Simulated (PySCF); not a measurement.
Mg(OH2)6, H₁₂MgO₆ (cation, charge +2), SMILES [OH2]->[Mg+2](<-[OH2])(<-[OH2])(<-[OH2])(<-[OH2])<-[OH2], singlet, GFN2-xTB optimised geometry. Atoms within 1.6 Å of the plane z = 0.0 Å (x, y, z in Å): Mg1 (0.00, 0.00, 0.00), O2 (0.00, 1.97, 0.17), H3 (0.01, 2.47, 0.99), H4 (-0.01, 2.60, -0.55), O8 (-1.97, 0.00, 0.00), H9 (-2.55, -0.77, -0.08), H10 (-2.55, 0.77, 0.08), O11 (1.97, 0.00, 0.00), H12 (2.55, 0.77, 0.06), H13 (2.55, -0.77, -0.06), O17 (0.00, -1.97, -0.17), H18 (-0.01, -2.60, 0.55), H19 (0.01, -2.47, -0.99).

Method: CAM-B3LYP/def2-SVP (PySCF). Cells within 0.4 Å of a nucleus heavier than hydrogen are left out (blank, or x).

Map of the log10 of the electron density (e/bohr³), floored at −4 on the plane z = 0.0 Å:

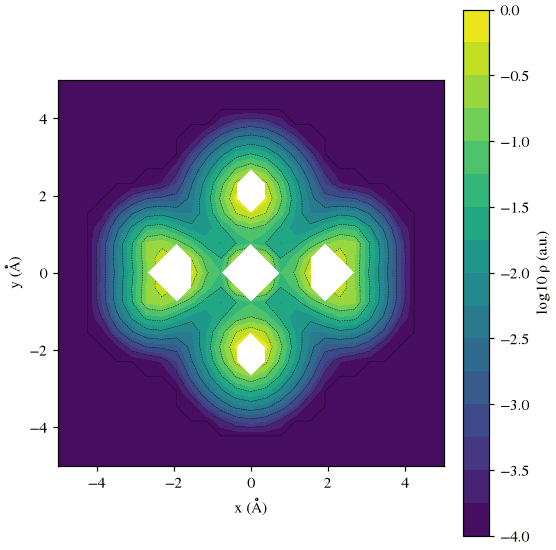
Fig. 1. Log10 of the electron density (e/bohr³), floored at −4 on the plane z = 0.0 Å.
